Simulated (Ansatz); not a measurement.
## Molecular dynamics of InPH5ClO2 (part 1 of 3)

InPH5ClO2, computed with RKS revPBE-D4/def2-SVP (Ansatz 0.2.0).

It belongs to a series of runs on one base structure; here: dynamics from the highest image of the converged band. Figures and captions count atoms from 1; the log counts them from 0 in places.

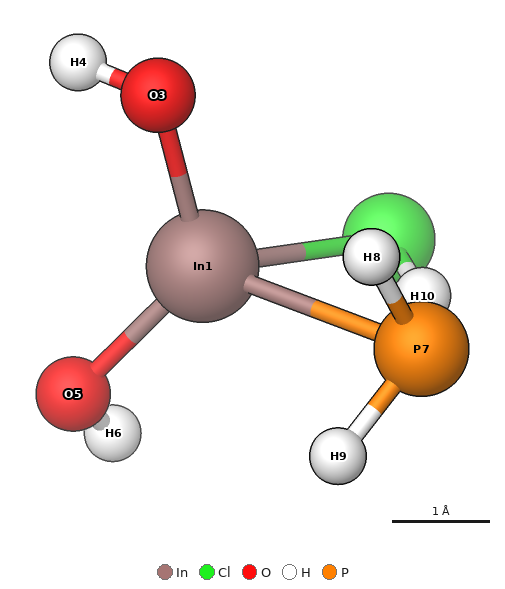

The input geometry (ball-and-stick view, seen at a tilt; atoms are numbered from 1 in the order of the input). Sticks mark near contacts.

### Summary

```tsv
quantity	value
outcome	finished
mean temperature over the second half	410 K
trajectory	200 steps, 100 fs
ensemble	nve
temperature in the input	300.0 K
time step	0.5 fs
potential energy (last step)	−31147.9918 eV
mean-field energy (last step)	−31147.4346 eV
largest force (length of the vector) (last step)	2.729 eV/Å
hardware	4 threads of Arm Neoverse V1, 24 GiB of memory available, shared host
wall time	4.1 min (CPU time 16 min)
peak memory	0.18 GiB
```

### Notes

So short a trajectory is not equilibrated.

### The input
```yaml
crystal:
  periodic: [false, false, false]
  atoms:
    - { symbol: In, position_ang: [0.242047, 0.389419, 0.002377] }
    - { symbol: Cl, position_ang: [-0.544335, -0.438216, 2.40943] }
    - { symbol: O, position_ang: [2.225232, 0.071539, -0.29546] }
    - { symbol: H, position_ang: [2.331123, -0.723463, -0.856497] }
    - { symbol: O, position_ang: [-1.246579, -0.108876, -1.292939] }
    - { symbol: H, position_ang: [-2.021589, -0.383782, -0.762105] }
    - { symbol: P, position_ang: [0.115572, 2.680617, 1.495823] }
    - { symbol: H, position_ang: [1.436288, 2.769711, 0.943821] }
    - { symbol: H, position_ang: [-0.648192, 3.101322, 0.356592] }
    - { symbol: H, position_ang: [-0.278867, 1.130531, 2.139761] }
basis:
  gaussian: { orbitals: def2-SVP }
hamiltonian:
  xc: revpbe
  dispersion: d4
md:
  timestep: 0.5
  n_steps: 200
  ensemble: nve
  temperature: 300.0
  initial_velocities: maxwell_boltzmann
  seed: 3702
```

Launch command:
```bash
ansatz run input.yaml --threads 4 --pin off --max-ram 5120MiB --backend cpu --events-out ev --progress --plain --runs-dir out
```

### The program's output
```
Engine: ansatz 0.2.0, aarch64-unknown-linux-gnu
Functional definition: revPBE
  parameter kappa = 1.245
  parameter beta = 0.06672455060314922
  exchange = pbe_x(kappa = kappa, mu = beta*pi^2/3)
  correlation = pbe_c(beta = beta)
1294 factors; their error is unknown
mean field evaluation 1: about -31133.5569 eV, gradient 8.4e1 eV
mean field evaluation 2: about -30926.6171 eV, gradient 2.5e2 eV
mean field evaluation 4: about -31144.2437 eV, gradient 2.9e1 eV
mean field evaluation 8: about -31147.2416 eV, gradient 8.5e-1 eV
mean field evaluation 16: about -31147.2085 eV, gradient 9.4e-4 eV
mean field -31147.20845396 eV, -1144.6387983468 hartree, gradient 7.1e-5 eV, S^2 0.000000; 0 other end points of the search recorded, 0 dependent functions left out
the calculation of the forces begins
reference -31147.20851792 eV, -1144.6388006972 hartree; 37, 37 occupied and 78, 78 virtual orbitals, 1294 factors
md step     0: t =     0.00 fs  T =   300.0 K  F+E_penalty+E_count = -31147.82598180 eV  E_kin = 0.310224 eV  conserved = -31147.51575780 eV  (30 SCF iters)
these checks for a lower state are left out or cut short: starts, cluster_reference, orbital_swaps, neighbouring_geometries, increment
1294 factors; their error is unknown
mean field -31147.20234685 eV, -1144.6385739147 hartree, gradient 1.2e-5 eV, S^2 0.000000; 0 other end points of the search recorded, 0 dependent functions left out
the calculation of the forces begins
reference -31147.20241081 eV, -1144.6385762651 hartree; 37, 37 occupied and 78, 78 virtual orbitals, 1294 factors
md step     1: t =     0.50 fs  T =   294.7 K  F+E_penalty+E_count = -31147.82041949 eV  E_kin = 0.304787 eV  conserved = -31147.51563206 eV  (31 SCF iters, 3 dispersion substeps)
[... from here on the SCF iterations and repeated set-up lines of each step are left out, up to the last step ...]
md step     2: t =     1.00 fs  T =   281.0 K  F+E_penalty+E_count = -31147.80581926 eV  E_kin = 0.290547 eV  conserved = -31147.51527268 eV  (31 SCF iters, 3 dispersion substeps)
md step     3: t =     1.50 fs  T =   263.9 K  F+E_penalty+E_count = -31147.78777743 eV  E_kin = 0.272932 eV  conserved = -31147.51484580 eV  (31 SCF iters, 3 dispersion substeps)
md step     4: t =     2.00 fs  T =   249.8 K  F+E_penalty+E_count = -31147.77287479 eV  E_kin = 0.258302 eV  conserved = -31147.51457233 eV  (31 SCF iters, 3 dispersion substeps)
md step     5: t =     2.50 fs  T =   242.5 K  F+E_penalty+E_count = -31147.76532934 eV  E_kin = 0.250739 eV  conserved = -31147.51459014 eV  (31 SCF iters, 3 dispersion substeps)
md step     6: t =     3.00 fs  T =   241.8 K  F+E_penalty+E_count = -31147.76491790 eV  E_kin = 0.250056 eV  conserved = -31147.51486146 eV  (31 SCF iters, 3 dispersion substeps)
md step     7: t =     3.50 fs  T =   244.0 K  F+E_penalty+E_count = -31147.76751479 eV  E_kin = 0.252302 eV  conserved = -31147.51521319 eV  (31 SCF iters, 3 dispersion substeps)
md step     8: t =     4.00 fs  T =   243.9 K  F+E_penalty+E_count = -31147.76767944 eV  E_kin = 0.252216 eV  conserved = -31147.51546336 eV  (31 SCF iters, 3 dispersion substeps)
md step     9: t =     4.50 fs  T =   237.8 K  F+E_penalty+E_count = -31147.76145916 eV  E_kin = 0.245945 eV  conserved = -31147.51551445 eV  (31 SCF iters, 3 dispersion substeps)
md step    10: t =     5.00 fs  T =   224.9 K  F+E_penalty+E_count = -31147.74797967 eV  E_kin = 0.232615 eV  conserved = -31147.51536464 eV  (31 SCF iters, 3 dispersion substeps)
md step    11: t =     5.50 fs  T =   207.4 K  F+E_penalty+E_count = -31147.72953942 eV  E_kin = 0.214459 eV  conserved = -31147.51508077 eV  (31 SCF iters, 3 dispersion substeps)
md step    12: t =     6.00 fs  T =   189.3 K  F+E_penalty+E_count = -31147.71056595 eV  E_kin = 0.195793 eV  conserved = -31147.51477300 eV  (31 SCF iters, 3 dispersion substeps)
md step    13: t =     6.50 fs  T =   175.3 K  F+E_penalty+E_count = -31147.69586407 eV  E_kin = 0.181298 eV  conserved = -31147.51456582 eV  (31 SCF iters, 3 dispersion substeps)
md step    14: t =     7.00 fs  T =   168.4 K  F+E_penalty+E_count = -31147.68865409 eV  E_kin = 0.174101 eV  conserved = -31147.51455260 eV  (31 SCF iters, 3 dispersion substeps)
md step    15: t =     7.50 fs  T =   168.6 K  F+E_penalty+E_count = -31147.68913087 eV  E_kin = 0.174385 eV  conserved = -31147.51474634 eV  (31 SCF iters, 3 dispersion substeps)
md step    16: t =     8.00 fs  T =   173.3 K  F+E_penalty+E_count = -31147.69428496 eV  E_kin = 0.179221 eV  conserved = -31147.51506424 eV  (31 SCF iters, 3 dispersion substeps)
md step    17: t =     8.50 fs  T =   177.8 K  F+E_penalty+E_count = -31147.69920148 eV  E_kin = 0.183838 eV  conserved = -31147.51536327 eV  (31 SCF iters, 3 dispersion substeps)
md step    18: t =     9.00 fs  T =   177.7 K  F+E_penalty+E_count = -31147.69929489 eV  E_kin = 0.183794 eV  conserved = -31147.51550100 eV  (31 SCF iters, 3 dispersion substeps)
md step    19: t =     9.50 fs  T =   171.3 K  F+E_penalty+E_count = -31147.69252075 eV  E_kin = 0.177124 eV  conserved = -31147.51539633 eV  (32 SCF iters, 3 dispersion substeps)
md step    20: t =    10.00 fs  T =   160.1 K  F+E_penalty+E_count = -31147.68061140 eV  E_kin = 0.165538 eV  conserved = -31147.51507385 eV  (31 SCF iters, 3 dispersion substeps)
md step    21: t =    10.50 fs  T =   148.9 K  F+E_penalty+E_count = -31147.66863149 eV  E_kin = 0.153953 eV  conserved = -31147.51467864 eV  (32 SCF iters, 3 dispersion substeps)
md step    22: t =    11.00 fs  T =   143.4 K  F+E_penalty+E_count = -31147.66268931 eV  E_kin = 0.148266 eV  conserved = -31147.51442319 eV  (32 SCF iters, 3 dispersion substeps)
md step    23: t =    11.50 fs  T =   147.2 K  F+E_penalty+E_count = -31147.66669582 eV  E_kin = 0.152235 eV  conserved = -31147.51446096 eV  (32 SCF iters, 3 dispersion substeps)
md step    24: t =    12.00 fs  T =   159.8 K  F+E_penalty+E_count = -31147.68006406 eV  E_kin = 0.165287 eV  conserved = -31147.51477691 eV  (32 SCF iters, 3 dispersion substeps)
md step    25: t =    12.50 fs  T =   176.7 K  F+E_penalty+E_count = -31147.69792518 eV  E_kin = 0.182723 eV  conserved = -31147.51520230 eV  (32 SCF iters, 3 dispersion substeps)
md step    26: t =    13.00 fs  T =   191.6 K  F+E_penalty+E_count = -31147.71366049 eV  E_kin = 0.198126 eV  conserved = -31147.51553444 eV  (31 SCF iters, 3 dispersion substeps)
md step    27: t =    13.50 fs  T =   199.6 K  F+E_penalty+E_count = -31147.72201225 eV  E_kin = 0.206364 eV  conserved = -31147.51564803 eV  (31 SCF iters, 3 dispersion substeps)
md step    28: t =    14.00 fs  T =   198.8 K  F+E_penalty+E_count = -31147.72109902 eV  E_kin = 0.205575 eV  conserved = -31147.51552442 eV  (31 SCF iters, 3 dispersion substeps)
md step    29: t =    14.50 fs  T =   191.0 K  F+E_penalty+E_count = -31147.71277196 eV  E_kin = 0.197541 eV  conserved = -31147.51523140 eV  (31 SCF iters, 3 dispersion substeps)
md step    30: t =    15.00 fs  T =   180.5 K  F+E_penalty+E_count = -31147.70156924 eV  E_kin = 0.186678 eV  conserved = -31147.51489158 eV  (32 SCF iters, 3 dispersion substeps)
md step    31: t =    15.50 fs  T =   172.3 K  F+E_penalty+E_count = -31147.69277746 eV  E_kin = 0.178133 eV  conserved = -31147.51464435 eV  (32 SCF iters, 3 dispersion substeps)
md step    32: t =    16.00 fs  T =   169.9 K  F+E_penalty+E_count = -31147.69023666 eV  E_kin = 0.175642 eV  conserved = -31147.51459424 eV  (32 SCF iters, 3 dispersion substeps)
md step    33: t =    16.50 fs  T =   174.0 K  F+E_penalty+E_count = -31147.69472018 eV  E_kin = 0.179960 eV  conserved = -31147.51475994 eV  (32 SCF iters, 3 dispersion substeps)
md step    34: t =    17.00 fs  T =   182.4 K  F+E_penalty+E_count = -31147.70365081 eV  E_kin = 0.188588 eV  conserved = -31147.51506323 eV  (31 SCF iters, 3 dispersion substeps)
md step    35: t =    17.50 fs  T =   190.5 K  F+E_penalty+E_count = -31147.71231855 eV  E_kin = 0.196952 eV  conserved = -31147.51536661 eV  (30 SCF iters, 3 dispersion substeps)
md step    36: t =    18.00 fs  T =   193.9 K  F+E_penalty+E_count = -31147.71603392 eV  E_kin = 0.200503 eV  conserved = -31147.51553080 eV  (30 SCF iters, 3 dispersion substeps)
md step    37: t =    18.50 fs  T =   190.4 K  F+E_penalty+E_count = -31147.71231240 eV  E_kin = 0.196846 eV  conserved = -31147.51546669 eV  (31 SCF iters, 3 dispersion substeps)
md step    38: t =    19.00 fs  T =   180.9 K  F+E_penalty+E_count = -31147.70224340 eV  E_kin = 0.187065 eV  conserved = -31147.51517822 eV  (32 SCF iters, 3 dispersion substeps)
md step    39: t =    19.50 fs  T =   169.8 K  F+E_penalty+E_count = -31147.69036218 eV  E_kin = 0.175575 eV  conserved = -31147.51478766 eV  (30 SCF iters, 3 dispersion substeps)
md step    40: t =    20.00 fs  T =   162.7 K  F+E_penalty+E_count = -31147.68270558 eV  E_kin = 0.168206 eV  conserved = -31147.51449931 eV  (32 SCF iters, 3 dispersion substeps)
md step    41: t =    20.50 fs  T =   163.6 K  F+E_penalty+E_count = -31147.68368466 eV  E_kin = 0.169202 eV  conserved = -31147.51448242 eV  (31 SCF iters, 3 dispersion substeps)
md step    42: t =    21.00 fs  T =   172.9 K  F+E_penalty+E_count = -31147.69355401 eV  E_kin = 0.178808 eV  conserved = -31147.51474637 eV  (31 SCF iters, 3 dispersion substeps)
md step    43: t =    21.50 fs  T =   186.8 K  F+E_penalty+E_count = -31147.70827242 eV  E_kin = 0.193140 eV  conserved = -31147.51513272 eV  (31 SCF iters, 3 dispersion substeps)
md step    44: t =    22.00 fs  T =   199.6 K  F+E_penalty+E_count = -31147.72187454 eV  E_kin = 0.206444 eV  conserved = -31147.51543096 eV  (32 SCF iters, 3 dispersion substeps)
md step    45: t =    22.50 fs  T =   207.1 K  F+E_penalty+E_count = -31147.72967967 eV  E_kin = 0.214175 eV  conserved = -31147.51550438 eV  (30 SCF iters, 3 dispersion substeps)
md step    46: t =    23.00 fs  T =   208.0 K  F+E_penalty+E_count = -31147.73045879 eV  E_kin = 0.215124 eV  conserved = -31147.51533474 eV  (31 SCF iters, 3 dispersion substeps)
md step    47: t =    23.50 fs  T =   204.8 K  F+E_penalty+E_count = -31147.72679064 eV  E_kin = 0.211789 eV  conserved = -31147.51500124 eV  (31 SCF iters, 3 dispersion substeps)
md step    48: t =    24.00 fs  T =   202.3 K  F+E_penalty+E_count = -31147.72385044 eV  E_kin = 0.209209 eV  conserved = -31147.51464129 eV  (31 SCF iters, 3 dispersion substeps)
md step    49: t =    24.50 fs  T =   205.8 K  F+E_penalty+E_count = -31147.72725121 eV  E_kin = 0.212847 eV  conserved = -31147.51440448 eV  (31 SCF iters, 3 dispersion substeps)
md step    50: t =    25.00 fs  T =   218.8 K  F+E_penalty+E_count = -31147.74069513 eV  E_kin = 0.226297 eV  conserved = -31147.51439843 eV  (31 SCF iters, 3 dispersion substeps)
md step    51: t =    25.50 fs  T =   241.4 K  F+E_penalty+E_count = -31147.76431174 eV  E_kin = 0.249673 eV  conserved = -31147.51463916 eV  (31 SCF iters, 3 dispersion substeps)
md step    52: t =    26.00 fs  T =   270.2 K  F+E_penalty+E_count = -31147.79441780 eV  E_kin = 0.279373 eV  conserved = -31147.51504509 eV  (31 SCF iters, 3 dispersion substeps)
md step    53: t =    26.50 fs  T =   299.1 K  F+E_penalty+E_count = -31147.82480531 eV  E_kin = 0.309331 eV  conserved = -31147.51547469 eV  (31 SCF iters, 3 dispersion substeps)
md step    54: t =    27.00 fs  T =   322.2 K  F+E_penalty+E_count = -31147.84897907 eV  E_kin = 0.333197 eV  conserved = -31147.51578251 eV  (31 SCF iters, 3 dispersion substeps)
md step    55: t =    27.50 fs  T =   335.2 K  F+E_penalty+E_count = -31147.86246535 eV  E_kin = 0.346599 eV  conserved = -31147.51586684 eV  (31 SCF iters, 3 dispersion substeps)
md step    56: t =    28.00 fs  T =   337.2 K  F+E_penalty+E_count = -31147.86438722 eV  E_kin = 0.348674 eV  conserved = -31147.51571328 eV  (31 SCF iters, 3 dispersion substeps)
md step    57: t =    28.50 fs  T =   330.9 K  F+E_penalty+E_count = -31147.85762973 eV  E_kin = 0.342211 eV  conserved = -31147.51541858 eV  (31 SCF iters, 3 dispersion substeps)
md step    58: t =    29.00 fs  T =   321.2 K  F+E_penalty+E_count = -31147.84727658 eV  E_kin = 0.332122 eV  conserved = -31147.51515479 eV  (31 SCF iters, 3 dispersion substeps)
md step    59: t =    29.50 fs  T =   312.3 K  F+E_penalty+E_count = -31147.83794639 eV  E_kin = 0.322892 eV  conserved = -31147.51505466 eV  (31 SCF iters, 3 dispersion substeps)
md step    60: t =    30.00 fs  T =   306.2 K  F+E_penalty+E_count = -31147.83174958 eV  E_kin = 0.316644 eV  conserved = -31147.51510575 eV  (31 SCF iters, 3 dispersion substeps)
md step    61: t =    30.50 fs  T =   302.9 K  F+E_penalty+E_count = -31147.82838811 eV  E_kin = 0.313213 eV  conserved = -31147.51517496 eV  (31 SCF iters, 3 dispersion substeps)
md step    62: t =    31.00 fs  T =   301.6 K  F+E_penalty+E_count = -31147.82705574 eV  E_kin = 0.311910 eV  conserved = -31147.51514606 eV  (30 SCF iters, 3 dispersion substeps)
md step    63: t =    31.50 fs  T =   302.9 K  F+E_penalty+E_count = -31147.82819190 eV  E_kin = 0.313173 eV  conserved = -31147.51501887 eV  (30 SCF iters, 3 dispersion substeps)
md step    64: t =    32.00 fs  T =   308.2 K  F+E_penalty+E_count = -31147.83362514 eV  E_kin = 0.318745 eV  conserved = -31147.51487989 eV  (31 SCF iters, 3 dispersion substeps)
md step    65: t =    32.50 fs  T =   319.7 K  F+E_penalty+E_count = -31147.84540364 eV  E_kin = 0.330591 eV  conserved = -31147.51481252 eV  (31 SCF iters, 3 dispersion substeps)
md step    66: t =    33.00 fs  T =   338.2 K  F+E_penalty+E_count = -31147.86453545 eV  E_kin = 0.349683 eV  conserved = -31147.51485229 eV  (31 SCF iters, 3 dispersion substeps)
md step    67: t =    33.50 fs  T =   363.0 K  F+E_penalty+E_count = -31147.89034130 eV  E_kin = 0.375339 eV  conserved = -31147.51500199 eV  (32 SCF iters, 3 dispersion substeps)
md step    68: t =    34.00 fs  T =   391.7 K  F+E_penalty+E_count = -31147.92030778 eV  E_kin = 0.405056 eV  conserved = -31147.51525210 eV  (31 SCF iters, 3 dispersion substeps)
md step    69: t =    34.50 fs  T =   420.3 K  F+E_penalty+E_count = -31147.95022493 eV  E_kin = 0.434654 eV  conserved = -31147.51557064 eV  (31 SCF iters, 3 dispersion substeps)
md step    70: t =    35.00 fs  T =   443.7 K  F+E_penalty+E_count = -31147.97475284 eV  E_kin = 0.458866 eV  conserved = -31147.51588666 eV  (31 SCF iters, 3 dispersion substeps)
md step    71: t =    35.50 fs  T =   456.9 K  F+E_penalty+E_count = -31147.98861537 eV  E_kin = 0.472516 eV  conserved = -31147.51609980 eV  (31 SCF iters, 3 dispersion substeps)
md step    72: t =    36.00 fs  T =   456.6 K  F+E_penalty+E_count = -31147.98824830 eV  E_kin = 0.472137 eV  conserved = -31147.51611104 eV  (31 SCF iters, 3 dispersion substeps)
md step    73: t =    36.50 fs  T =   442.4 K  F+E_penalty+E_count = -31147.97338313 eV  E_kin = 0.457519 eV  conserved = -31147.51586430 eV  (31 SCF iters, 3 dispersion substeps)
md step    74: t =    37.00 fs  T =   418.2 K  F+E_penalty+E_count = -31147.94788732 eV  E_kin = 0.432496 eV  conserved = -31147.51539175 eV  (31 SCF iters, 3 dispersion substeps)
md step    75: t =    37.50 fs  T =   391.0 K  F+E_penalty+E_count = -31147.91916401 eV  E_kin = 0.404322 eV  conserved = -31147.51484200 eV  (31 SCF iters, 3 dispersion substeps)
md step    76: t =    38.00 fs  T =   368.8 K  F+E_penalty+E_count = -31147.89576468 eV  E_kin = 0.381325 eV  conserved = -31147.51444014 eV  (31 SCF iters, 3 dispersion substeps)
md step    77: t =    38.50 fs  T =   357.4 K  F+E_penalty+E_count = -31147.88393106 eV  E_kin = 0.369573 eV  conserved = -31147.51435789 eV  (31 SCF iters, 3 dispersion substeps)
md step    78: t =    39.00 fs  T =   358.2 K  F+E_penalty+E_count = -31147.88499416 eV  E_kin = 0.370402 eV  conserved = -31147.51459261 eV  (30 SCF iters, 3 dispersion substeps)
md step    79: t =    39.50 fs  T =   367.9 K  F+E_penalty+E_count = -31147.89539114 eV  E_kin = 0.380417 eV  conserved = -31147.51497452 eV  (31 SCF iters, 3 dispersion substeps)
md step    80: t =    40.00 fs  T =   380.9 K  F+E_penalty+E_count = -31147.90919954 eV  E_kin = 0.393905 eV  conserved = -31147.51529492 eV  (30 SCF iters, 3 dispersion substeps)
md step    81: t =    40.50 fs  T =   392.5 K  F+E_penalty+E_count = -31147.92133115 eV  E_kin = 0.405902 eV  conserved = -31147.51542885 eV  (31 SCF iters, 3 dispersion substeps)
md step    82: t =    41.00 fs  T =   400.5 K  F+E_penalty+E_count = -31147.92954460 eV  E_kin = 0.414177 eV  conserved = -31147.51536746 eV  (32 SCF iters, 3 dispersion substeps)
md step    83: t =    41.50 fs  T =   405.7 K  F+E_penalty+E_count = -31147.93467990 eV  E_kin = 0.419491 eV  conserved = -31147.51518898 eV  (31 SCF iters, 3 dispersion substeps)
```
